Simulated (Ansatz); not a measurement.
Base system: GaN in the wurtzite structure (space group P6_3mc, No. 186; a = 3.152 Å, c = 5.138 Å). Axes: x lies along a and z along c of the hexagonal cell.

One thing is altered: biaxial strain +1.80 %, plane normal [001], relaxed out of plane (Cartesian); in-plane vectors clamped, the third vector and the atoms free.

Level of theory: LDA, PAW, 420 eV (Ansatz, an electronic-structure program; no spin-orbit coupling).

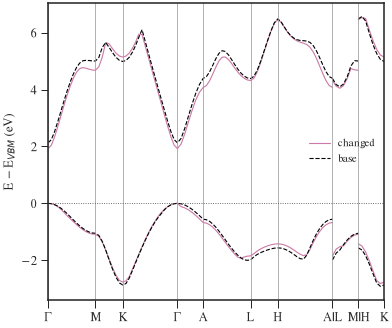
*Highest valence and lowest conduction band along the path, each from its own valence-band maximum*

Question: From the figure, how large is the changed gap, and is it direct?

Answer: About 1.9 eV, direct at Γ.

Stability against distortions was not tested.
